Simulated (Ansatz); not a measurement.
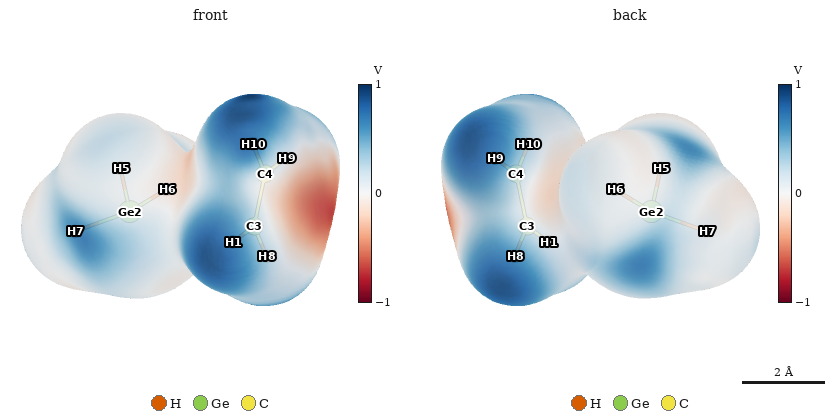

Figure 1: C2H4···GeH3 (doublet). The electrostatic potential painted on the density surface at 0.002 e/bohr³, seen from the front and from behind; red is negative and blue positive.

The product side of a reaction path; geometry: PBE0-D4/def2-TZVP.

The calculation used Ansatz, UKS PBE0-D4/def2-TZVPP.

Input

```
crystal:
  periodic: [false, false, false]
  atoms:
    - {symbol: H, position_ang: [-0.832972, -0.799702, -1.679433]}
    - {symbol: Ge, position_ang: [1.976439, -0.188811, 0.529073]}
    - {symbol: C, position_ang: [-1.240112, -0.651264, -0.685037]}
    - {symbol: C, position_ang: [-1.608749, 0.546513, -0.255898]}
    - {symbol: H, position_ang: [1.908961, 1.069432, -0.354374]}
    - {symbol: H, position_ang: [1.221168, 0.023530, 1.852975]}
    - {symbol: H, position_ang: [3.443681, -0.587816, 0.797227]}
    - {symbol: H, position_ang: [-1.339185, -1.534715, -0.063587]}
    - {symbol: H, position_ang: [-2.017916, 0.693711, 0.737830]}
    - {symbol: H, position_ang: [-1.511413, 1.429121, -0.878774]}
basis:
  gaussian: {orbitals: def2-TZVPP}
magnetization: {spin_polarized: true, initial_magnetization: 1}
hamiltonian: {xc: pbe0, dispersion: d4}
output: {orbitals: {seedname: orbitals}}
```

Command:

```sh
ansatz run in.yaml --threads 8 --pin off --events-out ev --progress --plain --max-ram 19148MiB
```

Question: Describe the electrostatic potential map.

Answer: The most negative region (about −0.7 V, or −16 kcal/mol for a unit charge) lies over the π face of C3 and C4, the most positive (about +0.9 V, or +21 kcal/mol for a unit charge) over H1, H8, H9 and H10.
